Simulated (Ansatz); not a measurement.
The calculation's input:

```
crystal:
  periodic: [false, false, false]
  atoms:
    - {symbol: C, position_ang: [-1.594770, 0.175272, -0.435717]}
    - {symbol: C, position_ang: [-0.889992, 0.314334, -1.618203]}
    - {symbol: Si, position_ang: [-0.246772, -0.713314, 0.467208]}
    - {symbol: Si, position_ang: [0.836187, 0.764992, -1.059993]}
    - {symbol: H, position_ang: [-2.690363, 0.138787, -0.358182]}
    - {symbol: H, position_ang: [1.989477, 0.423772, -1.948419]}
    - {symbol: H, position_ang: [0.903804, 2.198385, -0.660907]}
    - {symbol: H, position_ang: [-1.309347, 0.095752, -2.615377]}
basis:
  gaussian:
    orbitals: def2-TZVPD
hamiltonian:
  xc: {name: PBE0}
output:
  forces: true
  orbitals: {seedname: orbitals}
```

Run with:

```sh
ansatz run input.yaml --threads 2 --pin off --max-ram 4350MiB --events-out events.jsonl --progress --plain --runs-dir runs
```

Geometry: r2SCAN-D4/def2-SVP.

Method: isolated molecule in a Gaussian basis; Kohn-Sham density functional theory, functional PBE0 (Ansatz).

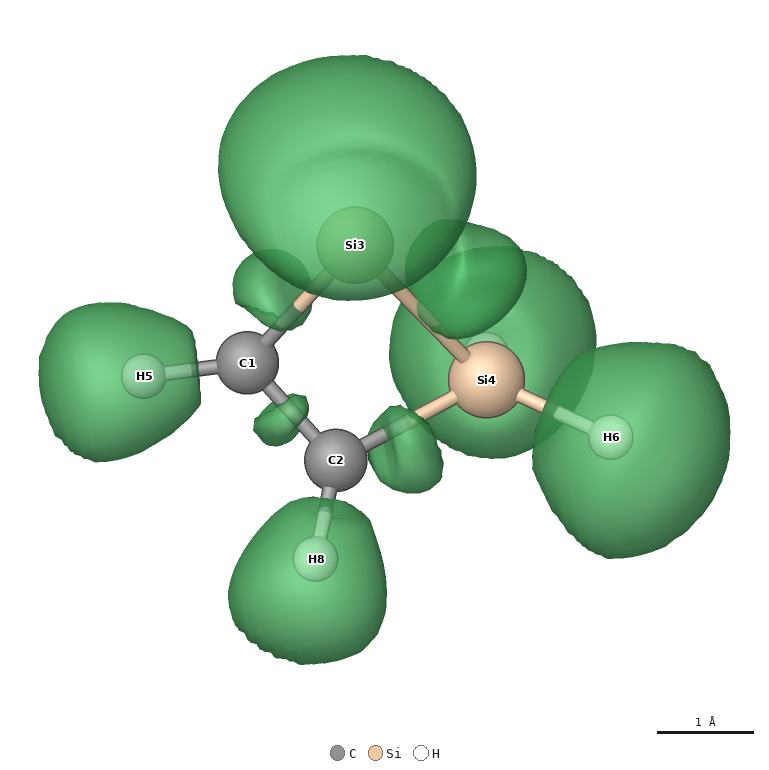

C₂H₄Si₂ (SMILES C1=C[SiH2][Si]1). Isosurface of the ELF at 0.85 (green), seen at a tilt. Only the valence region is drawn (cores and ρ < 0.01 e/Å³ removed).

> What do the ELF domains correspond to?

At this value the surface marks out one region between bonded C–C atoms (shared pairs), two regions between bonded C–Si atoms (shared pairs), four regions around hydrogen nuclei, one region on Si in which the atom's valence shell and bonds are merged and one lobe on Si, pointing away from the bonds (lone pairs). Along the contacts the grid gives the following. C–C (1.38 Å): the ELF peaks at about 0.90 between the atoms (a covalent bond). C–Si (1.85 Å): the ELF peaks at about 0.90 between the atoms: a covalent bond.
